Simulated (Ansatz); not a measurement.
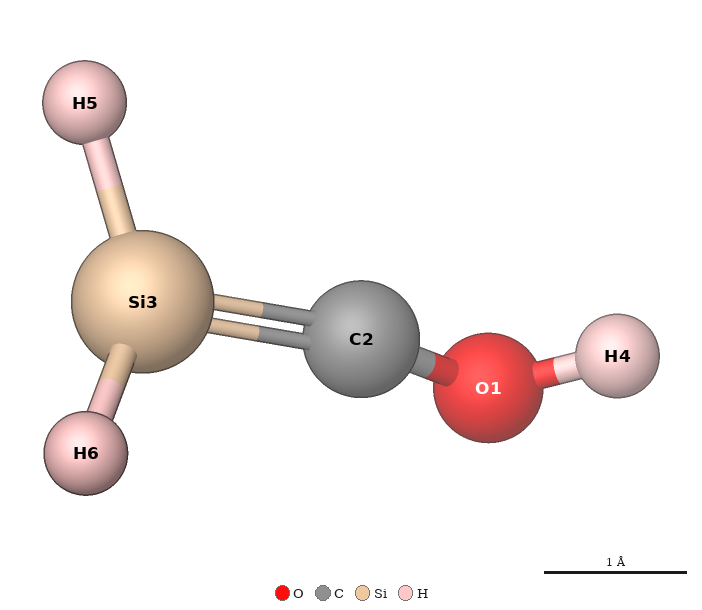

Figure made from data computed with Ansatz.

Orthographic view. Depth is shown by fading: the farther an atom, the more it takes the colour of the background. State: charge +1, singlet. Geometry: moved along internal coordinates away from the minimum.

Write a MOL file (V2000) with the atoms in numerical order, bonds sorted by atom number with the orders drawn, and coordinates in the frame of the picture: x right, y up, z towards the viewer, origin at the mean position.

```
CH3OSi
                    3D

  6  5  0  0  0  0  0  0  0  0999 V2000
    1.3600   -0.4600   -1.0500 O   0  0  0  0  0  0  0  0  0  0  0  0
    0.4600   -0.1100   -0.2900 C   0  0  0  0  0  0  0  0  0  0  0  0
   -1.0900    0.1500    0.4100 Si  0  0  0  0  0  4  0  0  0  0  0  0
    2.2700   -0.2300   -0.7600 H   0  0  0  0  0  0  0  0  0  0  0  0
   -1.5000    1.5600    0.3700 H   0  0  0  0  0  0  0  0  0  0  0  0
   -1.4900   -0.9200    1.3300 H   0  0  0  0  0  0  0  0  0  0  0  0
  1  2  1  0
  1  4  1  0
  2  3  2  0
  3  5  1  0
  3  6  1  0
M  CHG  1   2   1
M  END
```
